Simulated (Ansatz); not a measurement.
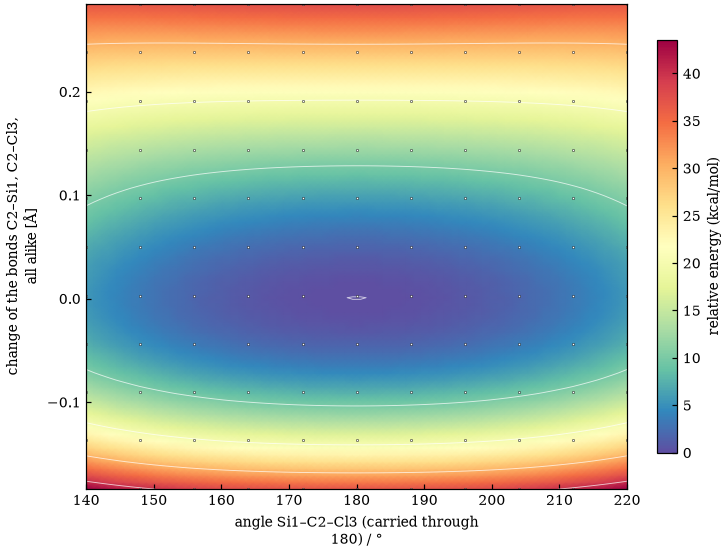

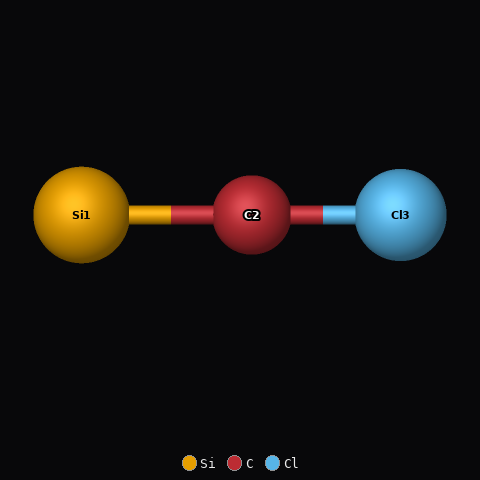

Energy landscape of CClSi, SMILES [Si+]#CCl, charge +1. First axis: angle Si1–C2–Cl3 (carried through 180). Second axis: change of the bonds C2–Si1, C2–Cl3, all alike. Nothing is relaxed (all other coordinates rigid). The grid has 11 × 11 points; 79 points were computed and 42 follow by symmetry. Points are written as (first, second). Energies are in kcal/mol, from the lowest grid point. Method: Ansatz, RKS PBE0-D4/def2-TZVP.

Drawn: a smooth colour map with a few white contour lines, dots at the grid points. Between grid points the surface is interpolated. The second picture is the structure at the lowest point.

Q: Where are the wells?

A: The lowest grid point is at (180°, 0.003 Å). It is the only kind of minimum in the scanned range. The highest grid point, (140°, −0.184 Å), lies 43.5 kcal/mol above the lowest. Round the minimum the two coordinates are nearly uncoupled.

Time for the 79 points that were run: 17 min on 1 thread of Arm Neoverse V2, with other jobs on the host.
